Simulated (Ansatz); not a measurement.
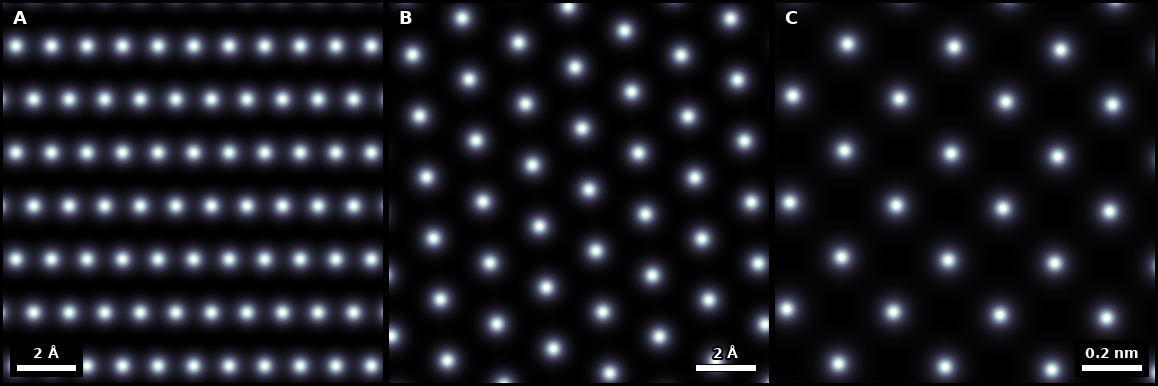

Three views of Ce (Fm-3m, No. 225) along different zone axes. Computed as the sum of neutral-atom potentials (tabulated electron scattering factors, B = 0.5 Å²) projected along the beam and smoothed by 0.25 Å; brighter is more positive. Model: the input geometry of an electronic-structure calculation (not necessarily at equilibrium).

Space group Fm-3m (No. 225). a = 5.160 Å, b = 5.160 Å, c = 5.160 Å, α = 90.00°, β = 90.00°, γ = 90.00°
```tsv
atom	site	symmetry	x	y	z
Ce	4a	m-3m	0.0000	0.0000	0.0000
```

Q: Match the panels to the zone axes [001], [111] and [221].

A is [221]: projected cell 1.22 × 1.92 Å, 108°, plane group c2mm. B is [111]: projected cell 2.11 × 2.11 Å, 120°, plane group p6mm. C is [001]: projected cell 2.58 × 2.58 Å, 90°, plane group p4mm.
